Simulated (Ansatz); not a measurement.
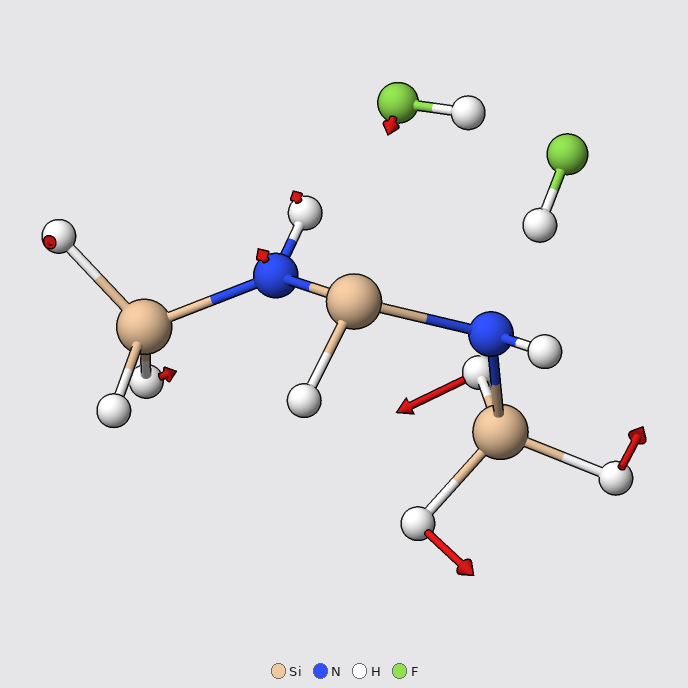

The arrows show one normal mode. The species is neutral and a spin doublet. Harmonic vibrations computed with UKS PBE0-D4/def2-TZVP (Ansatz 0.2.0) at a stationary point of the same level.

> At what wavenumber does it lie?

127 cm⁻¹; it is mode 7 of 48 counted from the lowest.
